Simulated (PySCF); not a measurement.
**Run report: Si$_{2}$NH$_{4}$Cl, EPR calculation**

The run: EPR calculation of Si$_{2}$NH$_{4}$Cl, multiplicity 3. Method and program: UKS B3LYP, IGLO-III on Cl N Si, pcH-1 on H, non-relativistic, mean-field spin-orbit, GIAO (PySCF 2.14.0).

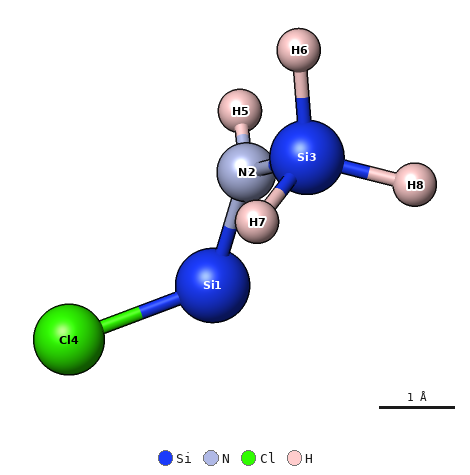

The structure (ball-and-stick view, seen at a tilt; atoms are numbered from 1 in the order of the input).

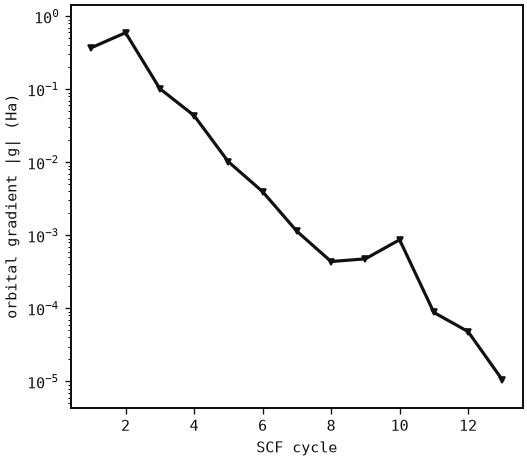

Convergence of the self-consistent field: orbital gradient |g| against the SCF cycle. All cycles printed in the log are drawn one after another.

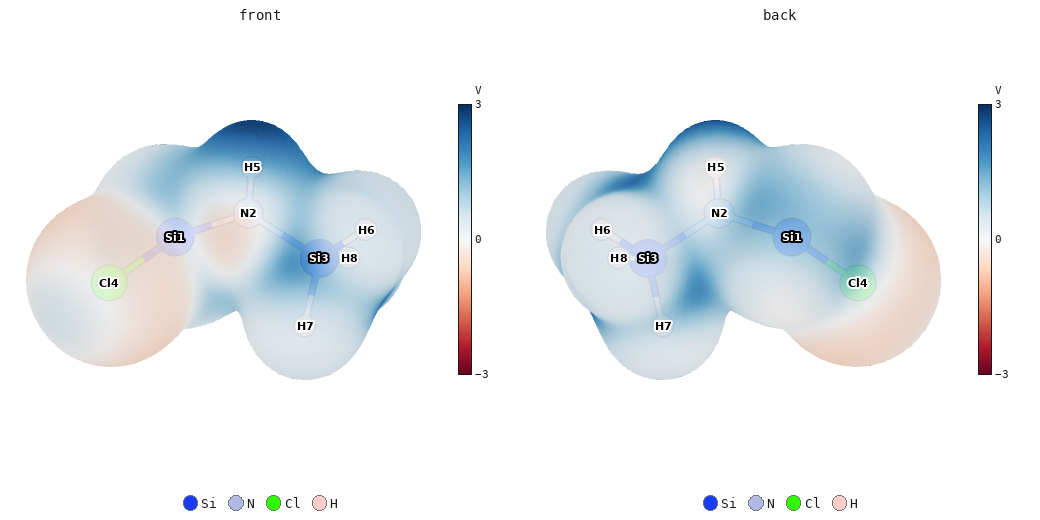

The molecular electrostatic potential painted on the density surface at 0.004 e/bohr³, seen face on and from behind; the colour scale runs from red (negative) to blue (positive). A positive charge is drawn to the negative regions and a negative charge to the positive ones.

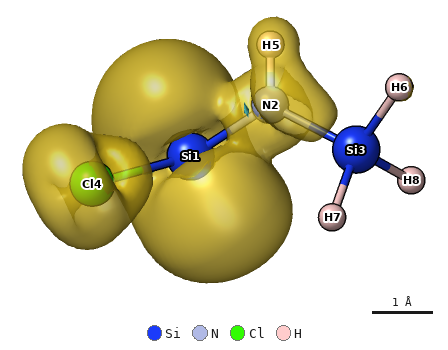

Isosurfaces of the spin density at +0.015 (yellow) and −0.015 e/Å³ (cyan), seen at a tilt. The unpaired spin (2 electrons) lies mostly on Si1 (about 1.4), Cl4 (about 0.3) and N2 (about 0.2), in electrons by Hirshfeld's partition.

These pictures come from the run below.

The input:
```
{"job": {"kind": "epr"}, "charge": 0, "multiplicity": 3}
Si    -1.858514     0.710139    -0.044374
N     -0.198783     0.610323     0.433521
Si     1.040033    -0.296708    -0.425196
Cl    -3.247897    -0.599366     0.791677
H      0.109357     1.228162     1.182151
H      2.218654    -0.416316     0.486137
H      0.498861    -1.642857    -0.765828
H      1.479813     0.374385    -1.686302
```

The first line tells a small driver script what to run in PySCF; the rest is the geometry in Å.

Launched with:
```bash
OMP_NUM_THREADS=1 python <driver script> task.json out
```

Output:
```
UKS, coarse grid
  cycle   1  E = -1096.38003370  |g| = 3.70e-01
  cycle   2  E = -1096.27104282  |g| = 5.95e-01
  cycle   3  E = -1096.43008829  |g| = 1.02e-01
  cycle   4  E = -1096.43448847  |g| = 4.37e-02
  cycle   5  E = -1096.43538283  |g| = 1.02e-02
  cycle   6  E = -1096.43544018  |g| = 3.97e-03
  cycle   7  E = -1096.43545208  |g| = 1.14e-03
  cycle   8  E = -1096.43545393  |g| = 4.38e-04
UKS, final grid
  cycle   1  E = -1096.43548290  |g| = 4.77e-04
  cycle   2  E = -1096.43548272  |g| = 8.70e-04
  cycle   3  E = -1096.43548304  |g| = 8.81e-05
  cycle   4  E = -1096.43548305  |g| = 4.81e-05
  cycle   5  E = -1096.43548305  |g| = 1.05e-05
E = -1096.43548305 Eh   <S^2> = 2.0030 (exact 2.0000)
g shifts (ppm)      1          2          3
  rmc          -179       -179       -179
  gc             41         49         16
  oz_so       -2666        916       2073
  total       -2804        786       1910
hyperfine (MHz)  atom isotope    a_iso     a_fc   dipolar eigenvalues
    0  29Si    -717.87    -719.21    -85.07     11.06     74.01
    1   14N      20.31      20.27     -4.63     -3.38      8.01
    2  29Si     -23.93     -23.95     -2.78      1.29      1.49
    3  35Cl      23.82      23.31    -23.91     -1.33     25.24
    4    1H      31.13      31.11     -7.05     -2.11      9.16
    5    1H      11.69      11.70     -1.19     -0.78      1.97
    6    1H       2.25       2.24     -2.00     -1.02      3.02
    7    1H      -0.08      -0.08     -1.57     -1.12      2.68
zero-field splitting (cm-1)  D = -1.0502  E = -0.0582  (spin-spin -0.1744, spin-orbit -1.1575)
```

Results in brief:

- outcome: converged
- total energy: −1096.435483 hartree
- ⟨S²⟩: 2.003
- isotropic g: 2.0023
- hardware: 1 CPU thread, shared host
- wall time: 59 s
- peak memory: 0.65 GiB
